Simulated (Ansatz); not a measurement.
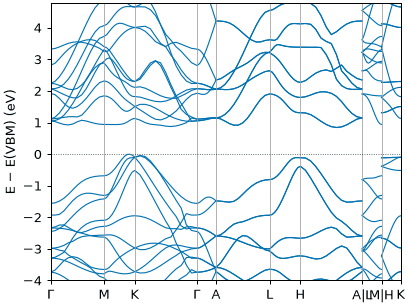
Figure. Band structure from PBE (plane waves, PAW; program Ansatz)

The gap is 0.78 eV; an edge lies off the plotted path or next to a special point (maximum on the M–K line, 81 % of the way from M, minimum off the standard path).

The material is GeSe in space group P6_3mc (No. 186; Ge on 2a, Ge on 2b, Se on 2a, Se on 2b).

A made-up cell: these elements were put on the sites of a structure type; neither database checked (COD, Materials Project) lists it. It is not the phase usual at ambient conditions (space group No. 62). The cell was relaxed with PBE under the symmetry of its start; whether a distortion lowers the energy is not shown. Scalar-relativistic: spin–orbit coupling is off unless named, which matters more the heavier the elements.

Potentials: the later of the program's two PAW sets.
